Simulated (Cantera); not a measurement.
A closed system holds: 1 mol B2H6, 47 mol N2, held at 0.0160 bar.

Method: chemical equilibrium by Gibbs-energy minimisation in Cantera with the NASA 1993 tables (ideal gas, pure condensed phases). Candidate condensed phases: B, BN; 15 gas species. The feed counts by its element totals alone. The tables' values for BH2 are old estimates; treat these amounts as uncertain. Rates play no part.

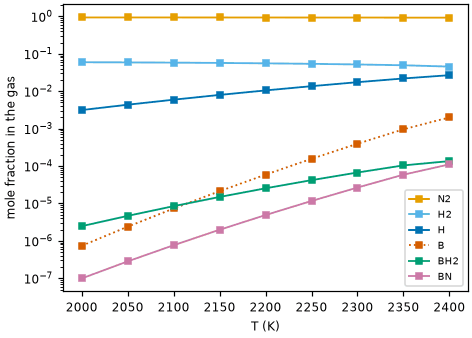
Figure. Equilibrium gas composition (values under 1e-9 drawn at 1e-9)

From 2000 K to 2350 K the condensed part is BN(s). At 2400 K the condensed part is B(l).
